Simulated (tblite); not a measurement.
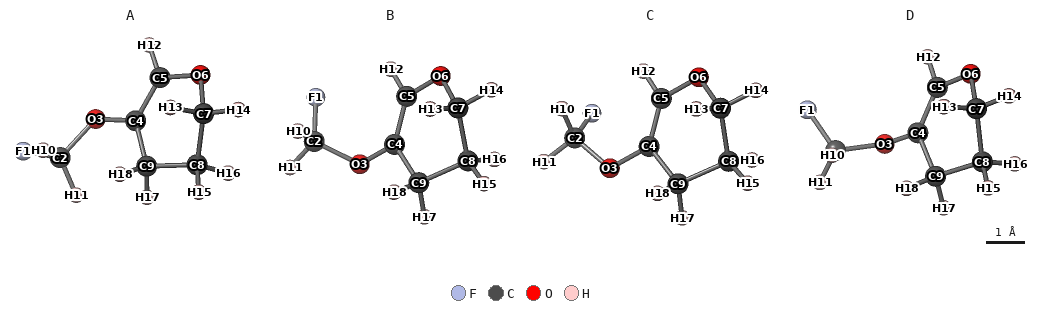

4 geometries from one relaxation of C6H9FO2, in shuffled order. Style: ball-and-stick. Shown at a tilt.

Theory: tblite, GFN2-xTB geometry optimisation, gas phase. 

> Put them in the order of the run, from the start to the converged end.

A, D, B, C. They are steps 0, 74, 134, 171, at +0.843 eV, +0.201 eV, +0.073 eV relative to the last. After 171 geometry steps the energy has fallen by 0.843 eV. H11 moves most after the best rigid fit: 1.76 Å. Largest moves by element: H 1.76 Å, F 1.70 Å, O 1.42 Å, C 0.77 Å. Some distances before and after: C2–O3 1.423 → 1.362 Å, C4–C9 1.453 → 1.502 Å, C5–O6 1.412 → 1.365 Å, F1–C2 1.415 → 1.378 Å. Among the angles between lasting bonds that change: O3–C4–C5 114.2° → 124.9°, O6–C5–H12 120.3° → 110.7°, O3–C4–C9 120.8° → 112.5°. Groups turn about O3–C4 by about 145°, C2–O3 by about 110°.
